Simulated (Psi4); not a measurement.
# GaCl (SMILES [Cl][Ga]) at 5 levels

We compute a comparison of 5 runs (CAM-B3LYP/cc-pVTZ, wB97M-V/cc-pVTZ, wB97X/cc-pVTZ, OMP2/cc-pVTZ, MP3/cc-pVTZ) of GaCl. 

Program for the calculation: Psi4 1.11.

7 further runs of the same task are left out: 7 that didn't finish.

### Step 1. The molecule

The species is GaCl (2 atoms), meant as a singlet with charge 0. SMILES: `[Cl][Ga]`. The Cl1–Ga2 distance was set to 3.988 Å, away from the relaxed value.

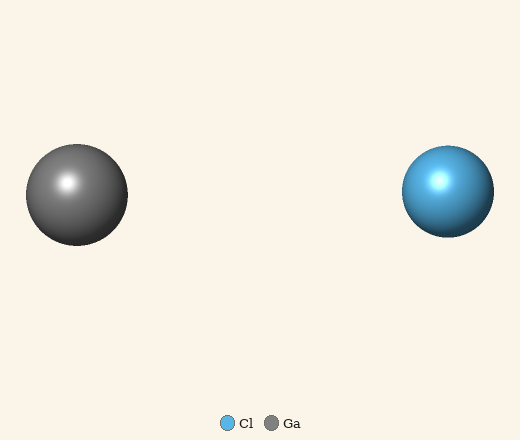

The structure, seen from a chosen angle (chlorine blue, gallium grey).

### Step 2. The energy at CAM-B3LYP/cc-pVTZ (run 1)

run.py

```python
import psi4

psi4.set_memory(2200000000)
psi4.set_num_threads(1)
psi4.core.set_output_file('clga.out', False)

molecule = psi4.geometry("""
Cl     0.00000000     0.00000000    -3.39421268
Ga     0.00000000     0.00000000     4.14258202
units bohr
symmetry c1
""")

psi4.set_options({
    'puream': True,
    'e_convergence': 1e-09,
    'd_convergence': 1e-08,
    'scf_type': 'pk',
    'dft_radial_points': 99,
    'dft_spherical_points': 590,
})

e = psi4.energy('cam-b3lyp/cc-pVTZ', molecule=molecule)
print('E =', round(e, 9))
for k, v in sorted(psi4.core.scalar_variables().items()):
    print(f'{k:45s} {v:18.10f}')
```

Run with:

```
python run.py
```

clga.out:

```text
[...]
  Running in c1 symmetry.
[...]
  Nuclear repulsion =   69.923624163465675
[...]
  Multiplicity = 1
[...]
  Nalpha       = 24
  Nbeta        = 24
[...]
    Number of basis functions: 77
[...]
   @RKS iter   1: -2384.30123418709582   -3.37485e+00   2.21373e-02 ADIIS/DIIS
[...]
   @RKS iter  13: -2385.19561745213332   -2.72848e-11   3.72575e-09 DIIS
[...]
    Orbital Energies [Eh]
    ---------------------
    Doubly Occupied:
       1A   -372.779016     2A   -101.474144     3A    -46.133113
       4A    -40.886755     5A    -40.886755     6A    -40.886215
       7A     -9.380499     8A     -7.141111     9A     -7.137439
      10A     -7.137439    11A     -5.710479    12A     -3.993377
      13A     -3.993377    14A     -3.991054    15A     -1.044869
      16A     -1.044869    17A     -1.042796    18A     -1.042796
      19A     -1.042086    20A     -0.724980    21A     -0.507887
      22A     -0.252740    23A     -0.249739    24A     -0.249739
[...]
  @RKS Final Energy: -2385.19561745213332
   => Energetics <=
    Nuclear Repulsion Energy =             69.9236241634656750
    One-Electron Energy =               -3457.3167127979677389
    Two-Electron Energy =                1082.4395461906619857
    DFT Exchange-Correlation Energy =     -80.2420750082933267
    Empirical Dispersion Energy =           0.0000000000000000
    VV10 Nonlocal Energy =                  0.0000000000000000
    Total Energy =                      -2385.1956174521333196
[...]
 Multipole Moments:
 ------------------------------------------------------------------------------------
     Multipole            Electronic (a.u.)      Nuclear  (a.u.)        Total (a.u.)
 ------------------------------------------------------------------------------------
 L = 1.  Multiply by 2.5417464519 to convert [e a0] to [Debye]
 Dipole X            :         -0.0000000            0.0000000           -0.0000000
 Dipole Y            :          0.0000000            0.0000000            0.0000000
 Dipole Z            :         11.6127659           -6.3620283            5.2507376
 Magnitude           :                                                    5.2507376
[...]
```

The script printed:

```text
E = -2385.195617452
CURRENT ENERGY                                  -2385.1956174521
CURRENT REFERENCE ENERGY                        -2385.1956174521
DD SOLVATION ENERGY                                 0.0000000000
DFT FUNCTIONAL TOTAL ENERGY                     -2385.1956174521
DFT TOTAL ENERGY                                -2385.1956174521
DFT VV10 ENERGY                                     0.0000000000
DFT XC ENERGY                                     -80.2420750083
GRID ELECTRONS ALPHA                               24.0000000606
GRID ELECTRONS BETA                                24.0000000606
GRID ELECTRONS TOTAL                               48.0000001213
NUCLEAR REPULSION ENERGY                           69.9236241635
ONE-ELECTRON ENERGY                             -3457.3167127980
PCM POLARIZATION ENERGY                             0.0000000000
PE ENERGY                                           0.0000000000
SCF ITERATION ENERGY                            -2385.1956174521
SCF ITERATIONS                                     13.0000000000
SCF TOTAL ENERGY                                -2385.1956174521
TWO-ELECTRON ENERGY                              1082.4395461907
XC GRID RADIAL POINTS                              99.0000000000
XC GRID SPHERICAL POINTS                          590.0000000000
XC GRID TOTAL POINTS                           109772.0000000000
```

Wall time 2.3 min (1 thread of Intel Xeon at 2.50GHz (Skylake/Cascade Lake), shared host); peak memory 1.3 GiB.

### Step 3. The energy at wB97M-V/cc-pVTZ (run 2)

clga.xyz

```xyz
2
ClGa
Cl     0.000000     0.000000    -1.796140
Ga     0.000000     0.000000     2.192160
```

clga.py

```python
import psi4

psi4.set_memory(2200000000)
psi4.set_num_threads(1)
psi4.core.set_output_file('psi4.out', False)

with open('clga.xyz') as f:
    atoms = ''.join(f.readlines()[2:])
m = psi4.geometry('0 1\n' + atoms + 'symmetry c1')

psi4.set_options({
    'basis': 'cc-pVTZ',
    'reference': 'rks',
    'puream': True,
    'e_convergence': 1e-09,
    'd_convergence': 1e-08,
    'scf_type': 'pk',
    'dft_radial_points': 99,
    'dft_spherical_points': 590,
})

result = psi4.energy("wb97m-v", molecule=m)
print(f'total energy {result:.8f} hartree = {result * 27.211386:.5f} eV')
for k, v in sorted(psi4.core.scalar_variables().items()):
    print(f'{k:45s} {v:18.10f}')
```

Run with:

```
python clga.py
```

psi4.out:

```text
[...]
  Running in c1 symmetry.
[...]
  Nuclear repulsion =   69.923624106283384
[...]
  Multiplicity = 1
[...]
  Nalpha       = 24
  Nbeta        = 24
[...]
    Number of basis functions: 77
[...]
   @RKS iter   1: -2384.07193984986952   -3.57789e+00   2.17429e-02 DIIS/ADIIS
[...]
   @RKS iter  12: -2384.93853312248939   -1.27329e-11   4.29545e-09 DIIS
[...]
    Orbital Energies [Eh]
    ---------------------
    Doubly Occupied:
       1A   -373.290495     2A   -101.727918     3A    -46.345109
       4A    -40.984035     5A    -40.984035     6A    -40.983608
       7A     -9.485791     8A     -7.187311     9A     -7.184178
      10A     -7.184178    11A     -5.813566    12A     -4.060775
      13A     -4.060775    14A     -4.058729    15A     -1.086105
      16A     -1.086105    17A     -1.084253    18A     -1.084253
      19A     -1.083615    20A     -0.758155    21A     -0.542545
      22A     -0.279086    23A     -0.277695    24A     -0.277695
[...]
  @RKS Final Energy: -2384.93853312248939
   => Energetics <=
    Nuclear Repulsion Energy =             69.9236241062833841
    One-Electron Energy =               -3457.4105265181665345
    Two-Electron Energy =                1083.8861547620240344
    DFT Exchange-Correlation Energy =     -81.5424192828149472
    Empirical Dispersion Energy =           0.0000000000000000
    VV10 Nonlocal Energy =                  0.2046338101850789
    Total Energy =                      -2384.9385331224889342
[...]
 Multipole Moments:
 ------------------------------------------------------------------------------------
     Multipole            Electronic (a.u.)      Nuclear  (a.u.)        Total (a.u.)
 ------------------------------------------------------------------------------------
 L = 1.  Multiply by 2.5417464519 to convert [e a0] to [Debye]
 Dipole X            :         -0.0000000            0.0000000           -0.0000000
 Dipole Y            :          0.0000000            0.0000000            0.0000000
 Dipole Z            :         11.7861561           -6.3620283            5.4241278
 Magnitude           :                                                    5.4241278
[...]
```

The script printed:

```text
total energy -2384.93853312 hartree = -64897.48301 eV
CURRENT ENERGY                                  -2384.9385331225
CURRENT REFERENCE ENERGY                        -2384.9385331225
DD SOLVATION ENERGY                                 0.0000000000
DFT FUNCTIONAL TOTAL ENERGY                     -2384.9385331225
DFT TOTAL ENERGY                                -2384.9385331225
DFT VV10 ENERGY                                     0.2046338102
DFT XC ENERGY                                     -81.5424192828
GRID ELECTRONS ALPHA                               24.0000000584
GRID ELECTRONS BETA                                24.0000000584
GRID ELECTRONS TOTAL                               48.0000001169
NUCLEAR REPULSION ENERGY                           69.9236241063
ONE-ELECTRON ENERGY                             -3457.4105265182
PCM POLARIZATION ENERGY                             0.0000000000
PE ENERGY                                           0.0000000000
SCF ITERATION ENERGY                            -2384.9385331225
SCF ITERATIONS                                     12.0000000000
SCF TOTAL ENERGY                                -2384.9385331225
TWO-ELECTRON ENERGY                              1083.8861547620
XC GRID RADIAL POINTS                              99.0000000000
XC GRID SPHERICAL POINTS                          590.0000000000
XC GRID TOTAL POINTS                           109772.0000000000
```

Wall time 2.7 min (1 thread of Intel Xeon at 2.50GHz (Skylake/Cascade Lake), shared host); peak memory 1.6 GiB.

Run 3 isn't shown in full; the table further down has it.

### Step 4. A single-point energy at OMP2/cc-pVTZ (density fitting for correlation) (run 4)

clga.xyz is that of step 3.

clga.py

```python
import psi4

psi4.set_memory(2200000000)
psi4.set_num_threads(1)
psi4.core.set_output_file('output.dat', False)

with open('clga.xyz') as f:
    atoms = ''.join(f.readlines()[2:])
molecule = psi4.geometry('0 1\n' + atoms + 'symmetry c1')

psi4.set_options({
    'basis': 'cc-pVTZ',
    'puream': True,
    'e_convergence': 1e-09,
    'd_convergence': 1e-08,
    'scf_type': 'pk',
    'num_frozen_docc': 14,
})

energy_value, wavefunction = psi4.energy("omp2", molecule=molecule, return_wfn=True)
print(f'total energy {energy_value:.8f} hartree = {energy_value * 27.211386:.5f} eV')
for k, v in sorted(psi4.core.scalar_variables().items()):
    print(f'{k:45s} {v:18.10f}')
```

Run with:

```
python clga.py
```

output.dat:

```text
[...]
  Running in c1 symmetry.
[...]
  Nuclear repulsion =   69.923624106283384
[...]
  Multiplicity = 1
[...]
  Nalpha       = 24
  Nbeta        = 24
[...]
    Number of basis functions: 77
[...]
   @RHF iter   1: -2382.07538991494039   -4.51523e+00   2.04221e-02 ADIIS/DIIS
[...]
   @RHF iter  11: -2382.77145199249617   -4.95675e-11   9.95851e-09 DIIS
[...]
    Orbital Energies [Eh]
    ---------------------
    Doubly Occupied:
       1A   -378.967771     2A   -104.651455     3A    -48.315651
       4A    -42.640992     5A    -42.640992     6A    -42.640885
       7A    -10.376379     8A     -7.842456     9A     -7.842078
      10A     -7.842078    11A     -6.543470    12A     -4.630434
      13A     -4.630434    14A     -4.629446    15A     -1.342449
      16A     -1.342449    17A     -1.341464    18A     -1.341464
      19A     -1.341142    20A     -0.879836    21A     -0.537990
      22A     -0.296701    23A     -0.296701    24A     -0.292731
[...]
  @RHF Final Energy: -2382.77145199249617
   => Energetics <=
    Nuclear Repulsion Energy =             69.9236241062833841
    One-Electron Energy =               -3458.9752655962552126
    Two-Electron Energy =                1006.2801894974754759
    Total Energy =                      -2382.7714519924961678
[...]
 Multipole Moments:
 ------------------------------------------------------------------------------------
     Multipole            Electronic (a.u.)      Nuclear  (a.u.)        Total (a.u.)
 ------------------------------------------------------------------------------------
 L = 1.  Multiply by 2.5417464519 to convert [e a0] to [Debye]
 Dipole X            :         -0.0000000            0.0000000           -0.0000000
 Dipole Y            :         -0.0000000            0.0000000           -0.0000000
 Dipole Z            :         12.4329407           -6.3620283            6.0709124
 Magnitude           :                                                    6.0709124
[...]
	Warning: cc_lambda option is changed to TRUE
	For this residual convergence, default PCG convergence is:     1.00e-07
[...]
	DF-MP2 Total Energy (a.u.)         : -2383.06629459598571
[...]
	DF-MP2 Total Energy (a.u.)         : -2383.07336615227314
[...]
	DF-OMP2 Total Energy (a.u.)        : -2383.07336615226177
[...]
```

On the terminal:

```text
total energy -2383.07336615 hartree = -64846.72923 eV
CURRENT CORRELATION ENERGY                         -0.3019141598
CURRENT ENERGY                                  -2383.0733661523
CURRENT REFERENCE ENERGY                        -2382.7714519925
DD SOLVATION ENERGY                                 0.0000000000
HF KINETIC ENERGY                                2382.6634770680
HF POTENTIAL ENERGY                             -4765.4349290605
HF TOTAL ENERGY                                 -2382.7714519925
HF VIRIAL RATIO                                     2.0000453169
MP2 CORRELATION ENERGY                             -0.2948426035
MP2 DOUBLES ENERGY                                 -0.2948426035
MP2 SINGLES ENERGY                                  0.0000000000
MP2 TOTAL ENERGY                                -2383.0662945960
NUCLEAR REPULSION ENERGY                           69.9236241063
OMP2 CORRELATION ENERGY                            -0.3019141598
OMP2 REFERENCE CORRECTION ENERGY                    0.0091112583
OMP2 TOTAL ENERGY                               -2383.0733661523
ONE-ELECTRON ENERGY                             -3458.9752655963
PCM POLARIZATION ENERGY                             0.0000000000
PE ENERGY                                           0.0000000000
SCF ITERATION ENERGY                            -2382.7714519925
SCF ITERATIONS                                     11.0000000000
SCF TOTAL ENERGY                                -2382.7714519925
SCS(N)-MP2 CORRELATION ENERGY                    2382.7714519925
SCS(N)-MP2 TOTAL ENERGY                             0.0000000000
SCS(N)-OMP2 CORRELATION ENERGY                   2382.7714519925
SCS(N)-OMP2 TOTAL ENERGY                            0.0000000000
SCS-MP2 CORRELATION ENERGY                       2382.7714519925
SCS-MP2 TOTAL ENERGY                                0.0000000000
SCS-OMP2 CORRELATION ENERGY                      2382.7714519925
SCS-OMP2 TOTAL ENERGY                               0.0000000000
SOS-MP2 CORRELATION ENERGY                       2382.8849459715
SOS-MP2 TOTAL ENERGY                                0.1134939790
SOS-OMP2 CORRELATION ENERGY                      2382.8849459715
SOS-OMP2 TOTAL ENERGY                               0.1134939790
TWO-ELECTRON ENERGY                              1006.2801894975
```

Run time: 4 min. Hardware: 1 thread of Intel Xeon at 2.50GHz (Skylake/Cascade Lake), shared host; peak memory 1.1 GiB.

### Step 5. A single-point energy at MP3/cc-pVTZ (run 5)

job.json

```json
{
  "schema_name": "qcschema_input",
  "schema_version": 1,
  "molecule": {
    "schema_name": "qcschema_molecule",
    "schema_version": 2,
    "symbols": ["Cl", "Ga"],
    "geometry": [0.0, 0.0, -3.39421268, 0.0, 0.0, 4.14258202],
    "molecular_charge": 0,
    "molecular_multiplicity": 1,
    "fix_symmetry": "c1"
  },
  "driver": "energy",
  "model": {
    "method": "mp3",
    "basis": "cc-pVTZ"
  },
  "keywords": {
    "puream": true,
    "e_convergence": 1e-09,
    "d_convergence": 1e-08,
    "scf_type": "pk",
    "num_frozen_docc": 14,
    "mp_type": "conv"
  }
}
```

Run with:

```
psi4 --qcschema job.json -n 1 --memory 2200MB
```

stdout:

```text
[...]
  Running in c1 symmetry.
[...]
  Nuclear repulsion =   69.923624163465675
[...]
  Multiplicity = 1
[...]
  Nalpha       = 24
  Nbeta        = 24
[...]
    Number of basis functions: 77
[...]
   @RHF iter   1: -2382.07538991508500   -4.51523e+00   2.04221e-02 ADIIS/DIIS
[...]
   @RHF iter  11: -2382.77145199264942   -4.91127e-11   9.95851e-09 DIIS
[...]
    Orbital Energies [Eh]
    ---------------------
    Doubly Occupied:
       1A   -378.967771     2A   -104.651455     3A    -48.315651
       4A    -42.640992     5A    -42.640992     6A    -42.640885
       7A    -10.376379     8A     -7.842456     9A     -7.842078
      10A     -7.842078    11A     -6.543470    12A     -4.630434
      13A     -4.630434    14A     -4.629446    15A     -1.342449
      16A     -1.342449    17A     -1.341464    18A     -1.341464
      19A     -1.341142    20A     -0.879836    21A     -0.537990
      22A     -0.296701    23A     -0.296701    24A     -0.292731
[...]
  @RHF Final Energy: -2382.77145199264942
   => Energetics <=
    Nuclear Repulsion Energy =             69.9236241634656750
    One-Electron Energy =               -3458.9752657123785866
    Two-Electron Energy =                1006.2801895562632808
    Total Energy =                      -2382.7714519926494177
[...]
 Multipole Moments:
 ------------------------------------------------------------------------------------
     Multipole            Electronic (a.u.)      Nuclear  (a.u.)        Total (a.u.)
 ------------------------------------------------------------------------------------
 L = 1.  Multiply by 2.5417464519 to convert [e a0] to [Debye]
 Dipole X            :         -0.0000000            0.0000000           -0.0000000
 Dipole Y            :          0.0000000            0.0000000            0.0000000
 Dipole Z            :         12.4329407           -6.3620283            6.0709124
 Magnitude           :                                                    6.0709124
[...]
	SCS-MP2 Total Energy (a.u.)        : -2383.06119902874298
	SOS-MP2 Total Energy (a.u.)        : -2383.05862552553072
[...]
	SOS-PI-MP2 Total Energy (a.u.)     : -2383.08071579729085
[...]
	MP2 Total Energy (a.u.)            : -2383.06634603516750
[...]
	SCS-MP3 Total Energy (a.u.)        : -2383.06616995482864
[...]
	MP3 Total Energy (a.u.)            : -2383.08622973950969
[...]
```

The result, in JSON:

```text
{
 "driver": "energy",
 "model": {
  "method": "mp3",
  "basis": "cc-pVTZ"
 },
 "success": true,
 "return_result": -2383.0862297395097,
 "properties": {
  "calcinfo_nbasis": 77,
  "calcinfo_nmo": 77,
  "calcinfo_nalpha": 24,
  "calcinfo_nbeta": 24,
  "calcinfo_natom": 2,
  "nuclear_repulsion_energy": 69.92362416346567,
  "return_energy": -2383.0862297395097,
  "scf_one_electron_energy": -3458.9752657123786,
  "scf_two_electron_energy": 1006.2801895562633,
  "scf_dipole_moment": [-3.2974817402228183e-15, 1.0351569390950616e-14, 6.07091239987286],
  "scf_total_energy": -2382.7714519926494,
  "scf_iterations": 11,
  "mp2_same_spin_correlation_energy": -0.07399132491686175,
  "mp2_opposite_spin_correlation_energy": -0.22090271760103747,
  "mp2_singles_energy": 0.0,
  "mp2_doubles_energy": -0.29489404251789925,
  "mp2_correlation_energy": -0.2948940425180808,
  "mp2_total_energy": -2383.0663460351675
 }
}
```

Wall time 2.2 min (1 thread of Intel Xeon at 2.50GHz (Skylake/Cascade Lake), shared host); peak memory 1.1 GiB.

### Step 6. All runs side by side

```tsv
run	level	frozen core orbitals	integration grid	energy (Eh)	dipole moment (D)	HOMO energy (eV)	LUMO energy (eV)	wall time
1	CAM-B3LYP/cc-pVTZ	0	99 radial × 590 angular	-2385.195617	13.35	-6.80	-3.00	2.3 min
2	wB97M-V/cc-pVTZ	0	99 radial × 590 angular	-2384.938533	13.79	-7.56	-2.21	2.7 min
3	wB97X/cc-pVTZ	0	99 radial × 590 angular	-2385.100945	14.10	-7.68	-2.15	2.2 min
4	OMP2/cc-pVTZ (density fitting for correlation)	14	–	-2383.073366	–	-7.97	-1.47	4 min
5	MP3/cc-pVTZ	14	–	-2383.086230	–	-7.97	-1.47	2.2 min
```

### Step 7. Outcome

| quantity | value |
| --- | --- |
| run 5: total energy | -2383.08623 Eh |
| run 5: HOMO energy (Hartree–Fock orbitals) | -7.97 eV |
| run 5: LUMO energy (Hartree–Fock orbitals) | -1.47 eV |
| run 5: HOMO–LUMO gap (Hartree–Fock orbitals) | 6.49 eV |
| run 5: correlation energy (14 core orbitals frozen) | -314.8 mEh |

What this shows: Over runs 1, 2, 3 the dipole moment (its size) runs from 13.35 D (CAM-B3LYP/cc-pVTZ) to 14.10 D (wB97X/cc-pVTZ). Over runs 1, 2, 3 the HOMO–LUMO gap runs from 3.79 eV (CAM-B3LYP/cc-pVTZ) to 5.54 eV (wB97X/cc-pVTZ). Totals of different functionals can't be ranked against each other. All runs together took 13 min, the longest 4 min.
